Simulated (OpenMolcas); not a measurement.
# SF2 (sulfur difluoride) at HF/6-31G(d) (Cartesian functions)

We compute an optimisation with harmonic vibrations of SF2 (sulfur difluoride). 

Program for the calculation: OpenMolcas 26.06.

## Step 1: The system as given

The species is SF2 (3 atoms), meant as a singlet with charge 0. As SMILES, `FSF`. The coordinates come from a PBE0-D4/def2-TZVP relaxation. The run starts from this shape.

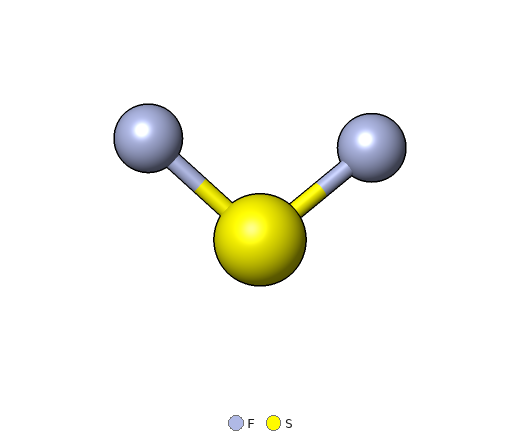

Viewed from a chosen angle; fluorine light blue, sulfur yellow.

## Step 2: An optimisation with harmonic vibrations at HF/6-31G(d) (Cartesian functions)

test.input reads:

```
&GATEWAY
 BASLIB
 $CurrDir
 COORD
 3
 bohr
 F      0.83174406     2.10978473     0.69050593
 S     -1.13759623     0.23910705    -0.59573616
 F      0.30583328    -2.34887288    -0.09476977
 BASIS
 6-31Gs
 GROUP
 NoSym
>>> EXPORT MOLCAS_MAXITER=50
>>> Do While

&SEWARD

&SCF
 PRORBITALS
 0

&SLAPAF
>>> EndDo
>>> COPY $Project.Opt.xyz $CurrDir/final.xyz
>>> COPY $Project.slapaf.h5 $CurrDir/final.slapaf.h5

&MCKINLEY

&MCLR
 THERMOCHEMISTRY
 2
 1.0
 298.15
 End of PT
```

The basis set 6-31G* is read from a file made from the Basis Set Exchange's data (not shown).

Started as:

```console
$ export MOLCAS_MEM=1860
$ pymolcas test.input > test.log
```

What values should one expect? Wanted: total energy; dipole moment; HOMO energy; LUMO energy; HOMO–LUMO gap; lowest harmonic wavenumber; highest harmonic wavenumber; zero-point energy; ideal-gas entropy at 298.15 K and 1 atm.

Answer, from the run:

Level: HF/6-31G* (Cartesian functions).

```
                                                           quantity             value
                                                       total energy     -596.31220 Eh
                                                      dipole moment            1.61 D
                                                        HOMO energy         -10.62 eV
                                                        LUMO energy           2.84 eV
                                                      HOMO–LUMO gap          13.46 eV
                                         lowest harmonic wavenumber          380 cm⁻¹
                                        highest harmonic wavenumber          940 cm⁻¹
                                                  zero-point energy       13.4 kJ/mol
ideal-gas entropy at 298.15 K and 1 atm (symmetry number 2 as used)  61.3 cal/(mol K)
```

At the final geometry: Bond lengths: F1–S2 1.586 Å, S2–F3 1.586 Å. Angles: F1–S2–F3 98.0°. All 3 modes are real, so the shape is a minimum at this level. Mulliken charges run from -0.42 on F1 to +0.84 on S2; they depend strongly on the basis.
